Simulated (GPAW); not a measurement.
# Optical response of PtSe2 (Sudovikovite)

Aim: the dielectric function of PtSe2 (Sudovikovite), and the optical constants that follow from it. The cell comes from an older database entry, whose edges can differ from later determinations, mostly by under a per cent.

Method: DFT, PBE, plane-wave PAW (GPAW data sets), scalar-relativistic, RPA, optical limit, in GPAW 26.7.0.

The database entry behind the starting cell has ideal inner coordinates that were not refined, so it need not match the best structure at ambient conditions.

## (1) The structure

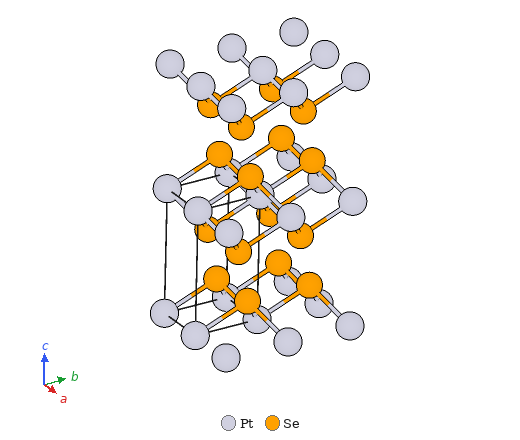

Start, viewed slightly off an axis; platinum light grey, selenium orange. 2×2×2 cells are drawn. Bonds to atoms that aren't drawn are left out. Some periodic images of atoms are drawn too.

Structure file:

```
Pt Se
1.0
     3.72400    0.00000    0.00000
    -1.86200    3.22508    0.00000
     0.00000    0.00000    5.06200
Pt Se
1 2
Direct
  0.00000 0.00000 0.00000
  0.66667 0.33333 0.75000
  0.33333 0.66667 0.25000
```

## (2) Bands for the response

At the fixed density, many empty bands are solved on the mesh of the response, since the spectrum sums over them.

This step: DFT, PBE, plane-wave PAW (GPAW data sets), scalar-relativistic, bands at fixed density (GPAW 26.7.0).

The input, nscf.py:

```python
from ase.dft.bandgap import bandgap
from gpaw import GPAW, FermiDirac

calc = GPAW('gs.gpw').fixed_density(kpts={'size': (15, 15, 9), 'gamma': True}, nbands=65, convergence={'bands': 59},
                                    occupations=FermiDirac(0.05), txt='nscf.txt')
print('gap (eV)', bandgap(calc, output=None)[0])
print('direct gap (eV)', bandgap(calc, direct=True, output=None)[0])
print('top band over the Fermi level (eV)', min(calc.get_eigenvalues(kpt=k)[58] for k in range(len(calc.get_ibz_k_points()))) - calc.get_fermi_level())
calc.write('full.gpw', mode='all')
```

The run is started by

```bash
OMP_NUM_THREADS=1 python nscf.py
```

Numbers of over 12 decimals in the logs are rounded to 6 here.

What it wrote:

```text
Diagonalizing LCAO Hamiltonian
Converting LCAO to pw mode
convergence criteria:
- Maximum integral of absolute [eigenst]ate change: 4e-08 eV^2 / valence electron
maximum number of iterations: 150

SCF iterations
|iter     |      energy | eigst |  dens |
|iter:   1||             | +3.70 |       |
|iter:   2||             | +2.47 |       |
|iter:   3||             | +1.25 |       |
|iter:   4||             | -0.03 |       |
|iter:   5||             | -0.92 |       |
|iter:   6||             | -1.85 |       |
|iter:   7||             | -2.56 |       |
|iter:   8||             | -3.46 |       |
|iter:   9||             | -4.14 |       |
|iter:  10||             | -4.97 |       |
|iter:  11||             | -5.59 |       |
|iter:  12||             | -6.12 |       |
|iter:  13||             | -6.56 |       |
|iter:  14||             | -6.95 |       |
|iter:  15||             | -7.29 |       |
|iter:  16||             | -7.57c|       |
SCF steps: 16
  __  _  _
 | _ |_)|_||  |
 |__||  | ||/\| - 26.7.0

Versions:
  Python: 3.12.14
  ASE:    3.29.0
  Numpy:  2.5.5
  Scipy:  1.18.1
  Libxc:  7.0.0

Input parameters:
  mode=PW(ecut=500.0),
  convergence={'bands': 59},
  gpts=array([20, 20, 27]),
  kpts=MonkhorstPack(size=(15, 15, 9), gamma=True),
  maxiter=150,
  nbands=65,
  occupations=Occupations(name='fermi-dirac', width=0.05, fixmagmom=False),
  parallel={},
  xc=XC(name='PBE')

--- standard output ---
gap (eV) 0.0
direct gap (eV) 0.0
top band over the Fermi level (eV) 38.274815
```

The job ended after 8.4 min (1 thread of Arm Neoverse V1, shared host; peak memory 0.56 GiB).

## (3) Dielectric function, RPA

Transitions between filled and empty bands, summed over the zone, give the optical response, so mesh, band count and broadening shape it.

The induced potential is part of this response.

This step: DFT, PBE, plane-wave PAW (GPAW data sets), scalar-relativistic, RPA, optical limit (GPAW 26.7.0).

The input, df.py:

```python
from gpaw.response.df import DielectricFunction

df = DielectricFunction('full.gpw', frequencies={'type': 'nonlinear', 'domega0': 0.03, 'omega2': 8},
                        ecut=50,
                        eta=0.15,
                        nbands=59,
                        rate=0.05,
                        txt='df.txt')
for direction in ['x', 'z']:
    df.get_dielectric_function(xc='RPA', direction=direction, filename=f'df_{direction}.csv')
```

The run is started by

```bash
OMP_NUM_THREADS=1 python df.py
```

What it wrote:

```text
Using integrator: PointIntegrator
NonLinearFrequencyDescriptor(from 0.000 to 96.040 eV, 537 points)
Nonperiodic BCs:  [False False False]
Using integrator: PointIntegrator
NonLinearFrequencyDescriptor(from 0.000 to 96.040 eV, 537 points)
Nonperiodic BCs:  [False False False]
Using integrator: PointIntegrator

Calculating chi0 body with:
    Ground state adapter containing:
    Number of spins: 1
    Number of kpoints: 2025
    Number of irreducible kpoints: 211
    Number of completely occupied states: 13
    Number of partially occupied states: 16

    Linear response parametrization:
    q_c: [0.0, 0.0, 0.0]
    Number of frequency points: 537
    Planewave cutoff: 50.0
    Number of bands: 59
    Number of planewaves: 53
    Broadening (eta): 0.15

Integrating chi0 body.

Symmetries of q_c:
    Direct symmetries (Uq -> q): 12
    Indirect symmetries (TUq -> q): 0
In total 12 allowed symmetries.

211 groups of equivalent kpoints. 89.580247% reduction.

Integral kind: spectral function

Calculating chi0 optical extensions with:
    Ground state adapter containing:
    Number of spins: 1
    Number of kpoints: 2025
    Number of irreducible kpoints: 211
    Number of completely occupied states: 13
    Number of partially occupied states: 16

    Linear response parametrization:
    Number of frequency points: 537
    Planewave cutoff: 50.0
    Number of bands: 59
    Number of planewaves: 53
    Broadening (eta): 0.15
Integrating chi0 head and wings.

Symmetries of q_c:
    Direct symmetries (Uq -> q): 12
    Indirect symmetries (TUq -> q): 0
In total 12 allowed symmetries.

211 groups of equivalent kpoints. 89.580247% reduction.

Integral kind: spectral function wings

Calculating drude chi0 with:
    Number of frequency points:537
    Plasma frequency decay rate: 0.05 eV

    Ground state adapter containing:
    Number of spins: 1
    Number of kpoints: 2025
    Number of irreducible kpoints: 211
    Number of completely occupied states: 13
    Number of partially occupied states: 16

Symmetries of q_c:
    Direct symmetries (Uq -> q): 12
    Indirect symmetries (TUq -> q): 0
In total 12 allowed symmetries.

211 groups of equivalent kpoints. 89.580247% reduction.

Integral kind: intraband
Plasma frequency:
[[2.36-0.j 0.  -0.j 0.  +0.j]
 [0.  +0.j 2.36-0.j 0.  +0.j]
 [0.  +0.j 0.  +0.j 2.78+0.j]]
```

It took 71 s on 1 thread; peak memory 0.33 GiB.

The Im ε has structure finer than the step of the table below, so its rows give means over 1 eV, whole bins alone (the curve runs from 0.305 to 14.0 eV). Peaks (eV: height): E ∥ x 1.3: 30.9; E ∥ z 1.1: 19.6, 2.7: 13.8, 5.1: 5.86.

Sum at mesh points, not converged in k. Table of Im ε by photon energy; means over each step:

```csv
photon energy (eV),E ∥ x,E ∥ z
1,22.4,15.6
2,22.0,10.9
3,15.1,11.2
4,6.87,4.48
5,5.08,4.96
6,6.10,4.50
7,6.63,3.68
8,4.77,2.94
9,2.63,3.03
10,2.27,2.91
11,2.71,3.14
12,2.77,2.95
13,2.09,2.43
```

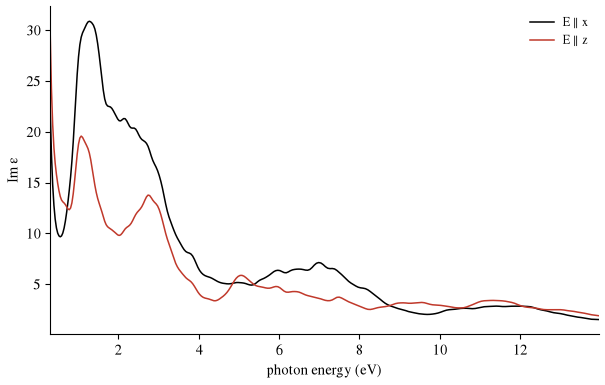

Im ε, plotted against photon energy.

Values under 1 per cm are given as 1; sum at mesh points, not converged in k. The absorption coefficient by photon energy:

```csv
photon energy (eV),E ∥ x (1/cm),E ∥ z (1/cm)
1.01,2.4e5,2.3e5
1.99,5.8e5,3.5e5
3.02,9.7e5,7.9e5
3.98,8.9e5,6.3e5
4.98,7.6e5,7.1e5
6.02,9.9e5,8.7e5
6.99,1.3e6,8.9e5
8.03,1.5e6,8.9e5
9.02,1.4e6,9.7e5
10.03,1.1e6,1.1e6
11.03,1.3e6,1.3e6
12.02,1.6e6,1.5e6
13.00,1.7e6,1.5e6
```

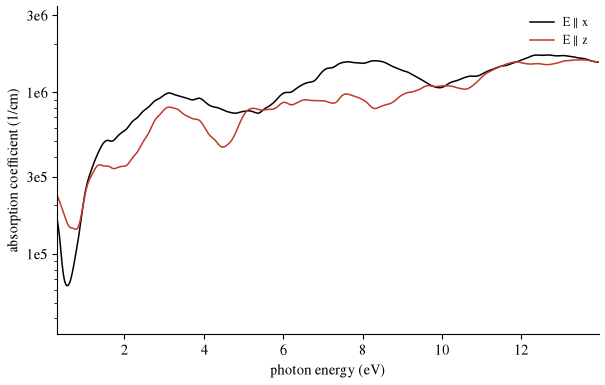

Absorption coefficient, plotted against photon energy.

The loss function −Im 1/ε at q → 0 has structure finer than the step of the table below, so its rows give means over 0.5 eV, whole bins alone (the curve runs from 0.305 to 14.0 eV). Peaks (eV: height): E ∥ x 0.40: 0.0781, 9.82: 0.477; E ∥ z 4.16: 0.273, 8.21: 0.369, 10.38: 0.347.

Sum at mesh points, not converged in k. Loss function −Im 1/ε at q → 0 against energy loss; means over each step:

```csv
energy loss (eV),E ∥ x,E ∥ z
1.0,0.0178,0.0443
1.5,0.0329,0.0700
2.0,0.0435,0.0779
2.5,0.0503,0.0693
3.0,0.0611,0.0825
3.5,0.0929,0.142
4.0,0.135,0.233
4.5,0.187,0.217
5.0,0.193,0.157
5.5,0.174,0.199
6.0,0.154,0.214
6.5,0.153,0.237
7.0,0.145,0.273
7.5,0.154,0.277
8.0,0.180,0.344
8.5,0.206,0.320
9.0,0.289,0.286
9.5,0.413,0.298
10.0,0.446,0.328
10.5,0.388,0.335
11.0,0.370,0.287
11.5,0.352,0.296
12.0,0.342,0.341
12.5,0.352,0.387
13.0,0.395,0.402
13.5,0.461,0.438
```

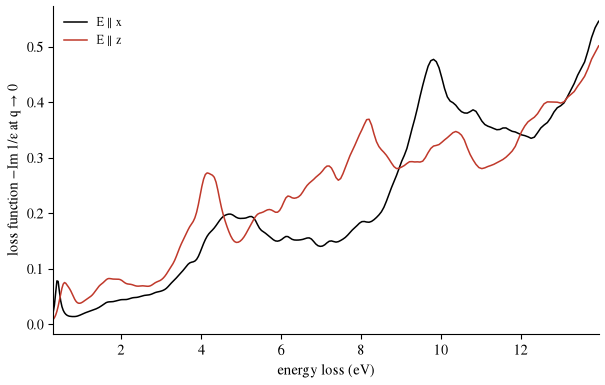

Loss function −Im 1/ε at q → 0, plotted against energy loss.

Sum at mesh points, not converged in k. Table of Im ε, E ∥ x by photon energy; read off at these points:

```csv
photon energy (eV),without local fields,with local fields
1.0,29.1,26.8
1.3,33.6,30.8
2.0,23.1,21.2
3.0,16.4,15.9
4.0,6.48,6.51
5.0,5.22,5.16
6.0,6.54,6.35
7.0,7.19,7.11
8.0,4.84,4.67
9.0,2.88,2.56
10.0,2.80,2.22
11.0,3.48,2.71
12.0,3.42,2.83
13.0,2.37,2.10
```

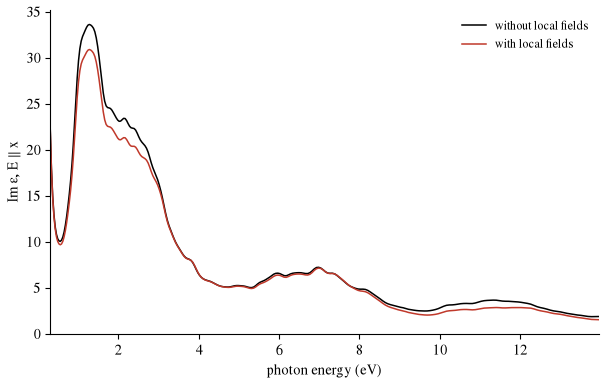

Im ε, E ∥ x against photon energy.

The reflectivity at normal incidence has structure finer than the step of the table below, so its rows give means over 1 eV, whole bins alone (the curve runs from 0.305 to 14.0 eV). Peaks (eV: height): E ∥ x 1.4: 56.1, 3.1: 55.9, 8.6: 44.9, 13.2: 34.4; E ∥ z 1.1: 48.5, 3.1: 47.9, 5.2: 28.9.

Sum at mesh points, not converged in k. Reflectivity at normal incidence against photon energy; means over each step:

```csv
photon energy (eV),E ∥ x (%),E ∥ z (%)
1,52.1,45.8
2,52.1,38.2
3,53.9,45.0
4,43.7,29.9
5,28.8,25.1
6,30.1,25.8
7,36.4,23.4
8,42.5,20.0
9,39.7,18.0
10,23.7,19.1
11,23.5,19.8
12,28.6,25.0
13,33.7,24.7
```

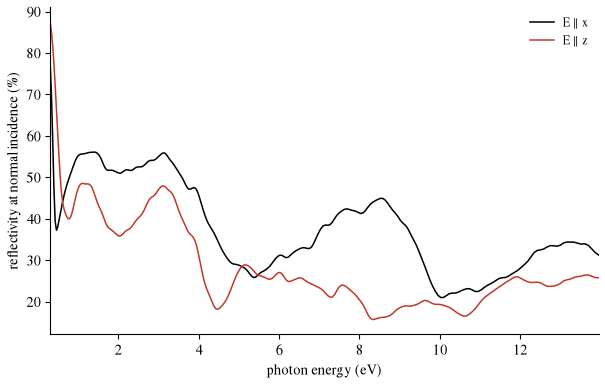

Reflectivity at normal incidence, plotted against photon energy.

Optical constants at common wavelengths, from n + ik = √ε:

```csv
wavelength (nm),n x,k x,R (%) x,1/α x,n z,k z,R (%) z,1/α z
1064,5.40,2.797,55.7,30 nm,3.69,2.576,48.4,33 nm
532,3.44,2.963,51.7,14 nm,3.04,1.818,38.1,23 nm
450,2.91,3.156,53.9,11 nm,2.89,2.378,44.4,15 nm
405,2.38,3.163,55.6,10 nm,2.28,2.586,47.7,12 nm
365,1.85,2.751,52.8,11 nm,1.65,2.229,44.9,13 nm
248,1.71,1.505,28.8,13 nm,2.05,1.416,27.5,14 nm
193,1.93,1.679,32.3,9.1 nm,1.58,1.351,25.5,11 nm
```

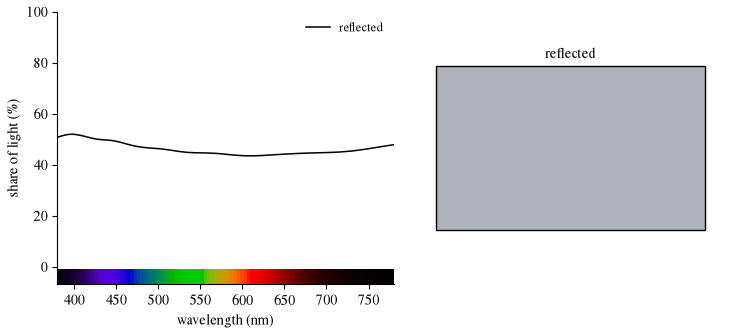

Light reflected across the visible range, with the colour that it makes of daylight (sRGB).

In reflection the computed colour is light grey: x = 0.304, y = 0.319, luminous reflectivity 45 %.

## (4) What came out

At this level (PBE, RPA) PtSe2 is a metal. The mesh is too coarse to trust the carriers' weight, the reflectivity or the colour to better than tens of per cent. In reflection the computed colour is light grey: x = 0.304, y = 0.319, luminous reflectivity 45 %. The carriers' damping of 0.05 eV is typed, not computed; it shapes the response at the lowest energies. The run has no spin polarisation; magnetic order or correlation, untested here, could change the spectrum. Spin-orbit coupling is left out although heavy atoms are present. In this version of GPAW the matrix elements of the optical limit are incomplete, which can lower ε − 1 by up to a tenth where first-row anions or d states rule, and shift it by more in d metals. GPAW's carrier term has the form −ωp²/(ω + i·rate)², which damps like twice the rate and fails at low energy, so the curves leave the lowest energies out. The sum runs over mesh points 0.14 Å⁻¹ apart with no interpolation, so peaks are partly noise of the mesh, and the Drude plasma energy, a sum over the Fermi surface, isn't converged.

[Machine, clock and banner lines and Python warnings are left out of the logs.]

[Logs are printed without paths, hosts, clocks, repeated set-up lines and the standing remarks that a program may print on its own settings, such as how far it seeks lower states.]

[Hosts, paths, dates, database ids (printed as entryN), source tags and the programs' standing remarks are cut or masked in the printed files.]
